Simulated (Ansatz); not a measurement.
The reference is HfO$_{2}$ in the fluorite structure (space group Fm-3m, No. 225; a = 5.0438 Å).

Now apply this change: every lattice vector is stretched by 1.00 %, atoms relaxed at fixed cell.

Level of theory: Ansatz (a first-principles code), PBEsol, PAW, cutoff 420 eV, no spin-orbit coupling.

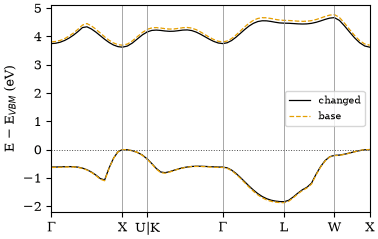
Highest valence and lowest conduction band along the path, each from its own valence-band maximum

Task: Read the changed gap and its character from the plot.

Result: About 3.6 eV, direct at X.

Spin-orbit coupling, missing from the scalar runs, can matter with Hf. The cells carry an imposed strain or load. Stability against distortions was not tested. This is not the structure that HfO2 has at room temperature and ambient pressure.
